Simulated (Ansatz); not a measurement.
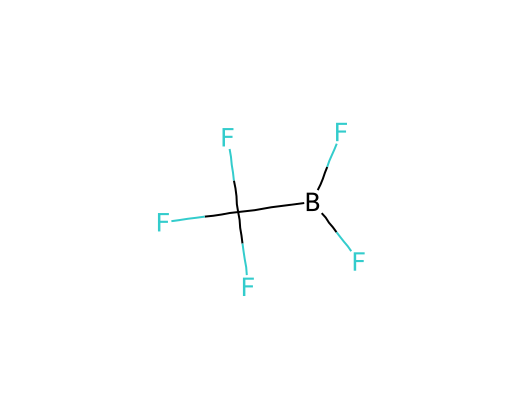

Computed geometry: PBE0-D4/def2-TZVP optimisation. Program: Ansatz 0.2.0.

Compare dipole (D), HOMO–LUMO gap (eV) at these levels: B3LYP-D4/def2-TZVPP; PBE-D4/def2-TZVPP; r2SCAN-D4/def2-TZVPP; ωB97M-V/def2-TZVPP.

| level | dipole (D) | HOMO–LUMO gap (eV) |
| --- | --- | --- |
| B3LYP-D4/def2-TZVPP | 0.90 | 8.96 |
| PBE-D4/def2-TZVPP | 0.84 | 6.59 |
| r2SCAN-D4/def2-TZVPP | 0.87 | 7.38 |
| ωB97M-V/def2-TZVPP | 0.93 | 14.03 |
